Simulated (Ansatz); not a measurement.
**C₃H₅F₃O: basis-set convergence**

Aim: see how fast density functionals converge with the basis set for C₃H₅F₃O.

Method: one geometry, several basis sets; program: Ansatz 0.2.0, Gaussian basis.

The runs, in order: PBE0-D4/def2-SVP; ωB97M-V/def2-SVP; PBE0-D4/def2-QZVPP; ωB97M-V/def2-QZVPP; the functionals' def2-TZVPP values are taken from earlier runs.

### Step 1. The geometry

The geometry comes from an earlier relaxation with PBE0-D4 in a triple-zeta def2 set; it is a stationary point, not always the lowest conformer.

12 atoms, charge 0, spin multiplicity 1.

Atoms are counted from 1 here; the program's logs count them from 0.

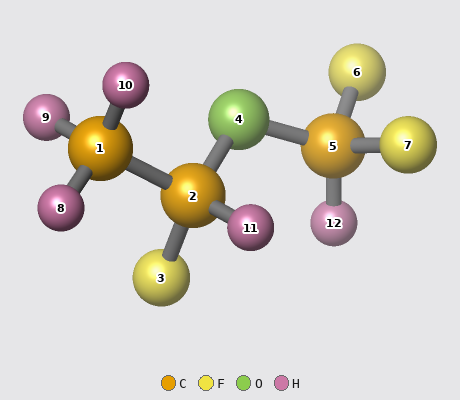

The structure; carbon amber, fluorine yellow, oxygen green, hydrogen pink; atoms are numbered from 1 in the order of the file.

### Step 2. PBE0-D4 in def2-SVP

The input, in.yaml:

```yaml
crystal:
  periodic: [false, false, false]
  atoms:
    - {symbol: C, position_ang: [0.477726, -1.552482, 0.786147]}
    - {symbol: C, position_ang: [0.281411, -0.469419, -0.227753]}
    - {symbol: F, position_ang: [-0.343026, -0.982896, -1.348199]}
    - {symbol: O, position_ang: [-0.537068, 0.514107, 0.325835]}
    - {symbol: C, position_ang: [-0.640464, 1.663521, -0.402997]}
    - {symbol: F, position_ang: [-1.604416, 2.393356, 0.159047]}
    - {symbol: F, position_ang: [0.512035, 2.373576, -0.328535]}
    - {symbol: H, position_ang: [1.067887, -2.358919, 0.351307]}
    - {symbol: H, position_ang: [-0.492885, -1.940611, 1.097531]}
    - {symbol: H, position_ang: [0.999954, -1.154582, 1.656549]}
    - {symbol: H, position_ang: [1.223350, -0.032097, -0.575774]}
    - {symbol: H, position_ang: [-0.867607, 1.491348, -1.459160]}
basis:
  gaussian: {orbitals: def2-SVP}
hamiltonian: {xc: pbe0, dispersion: d4}
output: {orbitals: {seedname: orbitals}}
```

The run is started by

```
ansatz run in.yaml --threads 4 --pin off --events-out ev --progress --plain --max-ram 11315MiB
```

The log of the run:

```text
Functional definition: PBE0
  name "PBE0"
  cite "Adamo & Barone, J. Chem. Phys. 110, 6158 (1999) doi:10.1063/1.478522"
  cite "Perdew, Burke & Ernzerhof, Phys. Rev. Lett. 77, 3865 (1996) doi:10.1103/PhysRevLett.77.3865"
  parent pbe
  parameter a = 0.25
  parameter kappa = 0.804
  parameter beta = 0.06672455060314922
  exchange = (1 - a)*pbe_x(kappa = kappa, mu = beta*pi^2/3) + a*exact_x
  correlation = pbe_c(beta = beta)
1351 factors; their error is unknown
mean field evaluation 1: about -13362.0018 eV, gradient 5.0e1 eV
mean field evaluation 2: about -13360.8062 eV, gradient 5.7e1 eV
mean field evaluation 4: about -13366.6732 eV, gradient 2.0e0 eV
mean field evaluation 8: about -13366.6831 eV, gradient 3.6e-2 eV
mean field evaluation 16: about -13366.6887 eV, gradient 6.2e-5 eV
mean field -13366.68870230 eV, -491.2167495427 hartree, gradient 6.2e-5 eV, S^2 0.000000; 0 other end points of the search recorded, 0 dependent functions left out
reference -13366.68872395 eV, -491.2167503381 hartree; 29, 29 occupied and 94, 94 virtual orbitals, 1351 factors
Total energy: -13366.85725386 eV, -491.2229436979 hartree
```

Wall time 1.4 s (4 threads of Arm Neoverse V1, shared host); peak memory 0.29 GiB.

### Step 3. ωB97M-V in def2-SVP

Changes to in.yaml since step 2:

```diff
@@ -17,3 +17,3 @@
   gaussian: {orbitals: def2-SVP}
-hamiltonian: {xc: pbe0, dispersion: d4}
+hamiltonian: {xc: {name: wB97M-V}}
 output: {orbitals: {seedname: orbitals}}
```

The command is unchanged.

The log of the run (excerpt; [...] marks lines left out):

```text
Functional definition: wB97M-V
  name "wB97M-V"
  cite "Mardirossian & Head-Gordon, J. Chem. Phys. 144, 214110 (2016) doi:10.1063/1.4952647"
  cite "Becke, J. Chem. Phys. 107, 8554 (1997) doi:10.1063/1.475007"
  cite "Vydrov & Van Voorhis, J. Chem. Phys. 133, 244103 (2010) doi:10.1063/1.3521275"
  # Of w^i u^j: cxij and so on, Table III.
[...]
  gx(w, u) = 1 - cx + cx01*u + cx10*w
  gss(w, u) = css00 + css04*u^4 + css10*w + css20*w^2 + css43*w^4*u^3
  gos(w, u) = cos00 + cos10*w + (cos20 + cos21*u)*w^2 + (cos60 + cos61*u)*w^6
[...]
      + integral(e_c_pw_mod_opposite_spin*gos(b97_w_opposite, b97_u_opposite)) + vv10(b, c)
1351 factors; their error is unknown
278 factors; integrals over basis functions are off by at most 6.9e-6 eV
[...]
mean field -13376.02064043 eV, -491.5596919432 hartree, gradient 5.3e-5 eV, S^2 0.000000; 0 other end points of the search recorded, 0 dependent functions left out
reference -13376.02067445 eV, -491.5596931936 hartree; 29, 29 occupied and 94, 94 virtual orbitals, 1351 factors
Total energy: -13376.02067445 eV, -491.5596931936 hartree
```

It took 4.9 s on 4 threads of Arm Neoverse V1, shared host; peak memory 0.4 GiB.

### Step 4. PBE0-D4 in def2-QZVPP

Changes to in.yaml since step 3:

```diff
@@ -16,4 +16,4 @@
 basis:
-  gaussian: {orbitals: def2-SVP}
-hamiltonian: {xc: {name: wB97M-V}}
+  gaussian: {orbitals: "def2-QZVPP.json"}
+hamiltonian: {xc: pbe0, dispersion: d4}
 output: {orbitals: {seedname: orbitals}}
```

Same command.

The log of the run:

```text
Functional definition: PBE0
  name "PBE0"
  cite "Adamo & Barone, J. Chem. Phys. 110, 6158 (1999) doi:10.1063/1.478522"
  cite "Perdew, Burke & Ernzerhof, Phys. Rev. Lett. 77, 3865 (1996) doi:10.1103/PhysRevLett.77.3865"
  parent pbe
  parameter a = 0.25
  parameter kappa = 0.804
  parameter beta = 0.06672455060314922
  exchange = (1 - a)*pbe_x(kappa = kappa, mu = beta*pi^2/3) + a*exact_x
  correlation = pbe_c(beta = beta)
1570 factors; their error is unknown
mean field evaluation 1: about -13376.8175 eV, gradient 6.1e1 eV
mean field evaluation 2: about -13374.8453 eV, gradient 6.9e1 eV
mean field evaluation 4: about -13383.2755 eV, gradient 3.2e0 eV
mean field evaluation 8: about -13383.2932 eV, gradient 6.0e-2 eV
mean field evaluation 16: about -13383.2926 eV, gradient 3.0e-4 eV
mean field -13383.29256858 eV, -491.8269303739 hartree, gradient 3.7e-5 eV, S^2 0.000000; 0 other end points of the search recorded, 0 dependent functions left out
reference -13383.29260301 eV, -491.8269316391 hartree; 29, 29 occupied and 520, 520 virtual orbitals, 1570 factors
Total energy: -13383.46113292 eV, -491.8331249989 hartree
```

Wall time 11 s (4 threads of Arm Neoverse V1, shared host); peak memory 2.1 GiB.

### Step 5. ωB97M-V in def2-QZVPP

Changes to in.yaml since step 4:

```diff
@@ -17,3 +17,3 @@
   gaussian: {orbitals: "def2-QZVPP.json"}
-hamiltonian: {xc: pbe0, dispersion: d4}
+hamiltonian: {xc: {name: wB97M-V}}
 output: {orbitals: {seedname: orbitals}}
```

Same command.

The log of the run (excerpt; [...] marks lines left out):

```text
Functional definition: wB97M-V
  name "wB97M-V"
  cite "Mardirossian & Head-Gordon, J. Chem. Phys. 144, 214110 (2016) doi:10.1063/1.4952647"
  cite "Becke, J. Chem. Phys. 107, 8554 (1997) doi:10.1063/1.475007"
  cite "Vydrov & Van Voorhis, J. Chem. Phys. 133, 244103 (2010) doi:10.1063/1.3521275"
  # Of w^i u^j: cxij and so on, Table III.
[...]
  gx(w, u) = 1 - cx + cx01*u + cx10*w
  gss(w, u) = css00 + css04*u^4 + css10*w + css20*w^2 + css43*w^4*u^3
  gos(w, u) = cos00 + cos10*w + (cos20 + cos21*u)*w^2 + (cos60 + cos61*u)*w^6
[...]
      + integral(e_c_pw_mod_opposite_spin*gos(b97_w_opposite, b97_u_opposite)) + vv10(b, c)
1570 factors; their error is unknown
367 factors; integrals over basis functions are off by at most 5.8e-6 eV
[...]
mean field -13393.01894472 eV, -492.1843681043 hartree, gradient 2.4e-5 eV, S^2 0.000000; 0 other end points of the search recorded, 0 dependent functions left out
reference -13393.01899961 eV, -492.1843701212 hartree; 29, 29 occupied and 520, 520 virtual orbitals, 1570 factors
Total energy: -13393.01899961 eV, -492.1843701212 hartree
```

It took 23 s on 4 threads of Arm Neoverse V1, shared host; peak memory 2.5 GiB.

### Step 6. Density functionals: the series

The def2-TZVPP values come from earlier runs at the same geometry.

| functional | basis | functions | energy (eV) | from the largest (eV) | HOMO (eV) | LUMO (eV) |
| --- | --- | --- | --- | --- | --- | --- |
| PBE0-D4 | def2-SVP | 123 | -13366.8573 | 16.604 | -9.56 | 2.04 |
| PBE0-D4 | def2-TZVPP | 287 | -13382.7676 | 0.694 | -9.68 | 1.42 |
| PBE0-D4 | def2-QZVPP | 549 | -13383.4611 | 0.000 | -9.72 | 0.84 |
| ωB97M-V | def2-SVP | 123 | -13376.0207 | 16.998 | -11.99 | 3.71 |
| ωB97M-V | def2-TZVPP | 287 | -13392.3560 | 0.663 | -12.13 | 2.83 |
| ωB97M-V | def2-QZVPP | 549 | -13393.0190 | 0.000 | -12.17 | 1.95 |

### Step 7. Results

```
                                       quantity           value
PBE0-D4: double and triple zeta above quadruple  16.60, 0.69 eV
ωB97M-V: double and triple zeta above quadruple  17.00, 0.66 eV
```

In words: PBE0-D4 gains 15.91 eV from double to triple zeta, then 0.69 eV more. These are total energies; as a rule much of such shifts cancels in differences, which this series doesn't test. The LUMO of ωB97M-V is positive and keeps falling with the basis (3.71 to 1.95 eV): an unbound level that the basis holds in place.

For PBE0-D4 the largest set took about 8 times as long as the smallest (11 s against 1.4 s).
